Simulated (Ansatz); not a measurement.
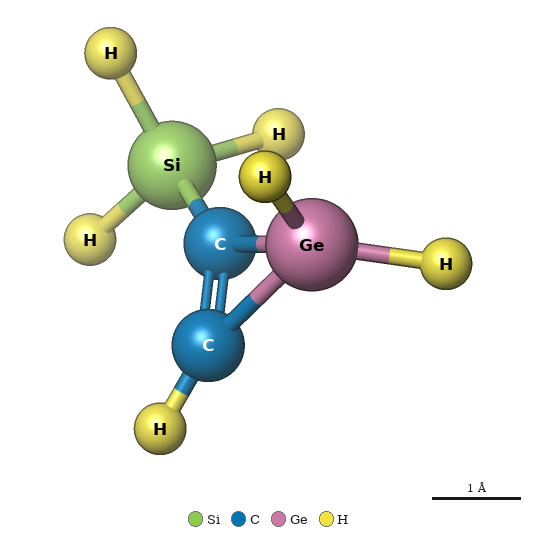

Atoms fade into the background with distance from the viewer. The geometry was computed by an optimisation with PBE-D4/def2-SVP. No frequency run is at hand to confirm it as a minimum. Masses are those of the most abundant isotopes; constants are for the rigid equilibrium geometry.

What kind of rotor is it, and what are its rotational constants in cm⁻¹?

Answer. An asymmetric top (Cs): A = 0.376, B = 0.0518, C = 0.0472 cm⁻¹. Ray's parameter κ is −0.97, close to the prolate limit.
